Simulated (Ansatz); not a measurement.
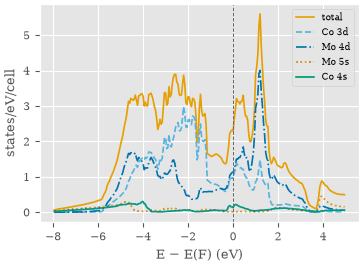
Figure: Total and projected density of states of CoMo (rock salt, Fm-3m), the program Ansatz at the r²SCAN level (PAW)

**Question.** Which orbitals carry the states next to the Fermi level?

**Answer.** Within 0.5 eV of the Fermi level: Mo 4d 49 %, Co 3d 41 %, Co 4s 6 %. Projections are on Löwdin-orthogonalised atomic valence shells; empty p or d shells of many metals are not among them.

**Question.** Where is the tallest occupied peak in this window, and what makes it?

**Answer.** Near -2.6 eV, about 3.9 states/eV per cell; the largest projected share is Co 3d.

The start of the workflow was typed in or built on a structure type; neither database checked (COD, Materials Project) lists it. Whether it is the stable phase at ambient conditions was not checked. Symmetry was held in the r²SCAN relaxation; its stability against distortions is not shown here. The final state is ferromagnetic, the only order run, not a proven ground state. Its formation energy is positive at this level, so the cell may be metastable or incomplete. Other orbital occupations within this spin state were not tried. Spin–orbit coupling is left out wherever it is not named.

Potentials: the later of the program's two PAW sets.
